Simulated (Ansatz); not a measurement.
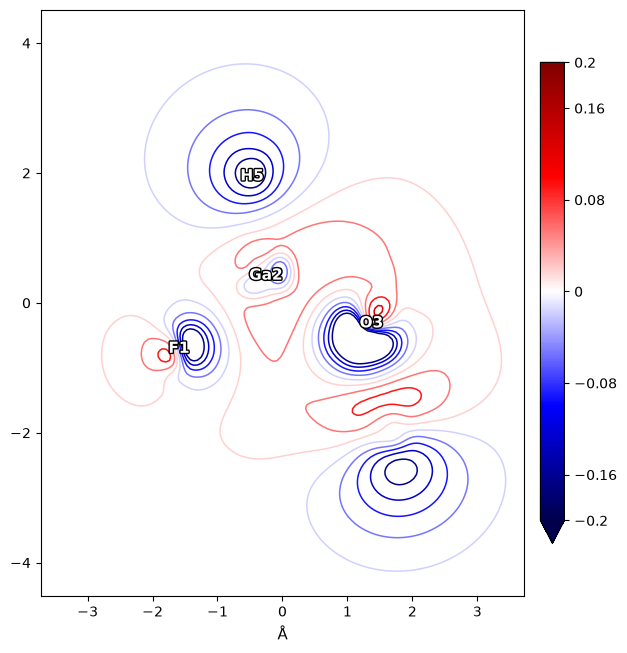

Figure. FGaH2OS (SMILES [F][GaH][O]S). The LUMO on the plane of atoms F1, Ga2 and O3 (values in Å⁻³ᐟ²; the overall sign is arbitrary).

All numbers below come from RKS PBE0/def2-SVP in Ansatz 0.2.0.

```yaml
atoms:
  - { symbol: F, position_ang: [-0.7023, -2.4271, 0.3642] }
  - { symbol: Ga, position_ang: [0.3169, -1.0096, 0.2968] }
  - { symbol: O, position_ang: [-0.5386, 0.5458, 0.0719] }
  - { symbol: S, position_ang: [-2.1399, 0.6468, -0.4166] }
  - { symbol: H, position_ang: [1.8484, -1.0799, 0.4655] }
  - { symbol: H, position_ang: [-2.7242, 0.6226, 0.8080] }
```

### Describe this orbital and give its energy.

Its weight (Hirshfeld) is mainly on Ga2 (about 65 %), S4 (about 10 %), O3 (about 10 %) and H5 (about 5 %). Its energy is −1.09 eV.
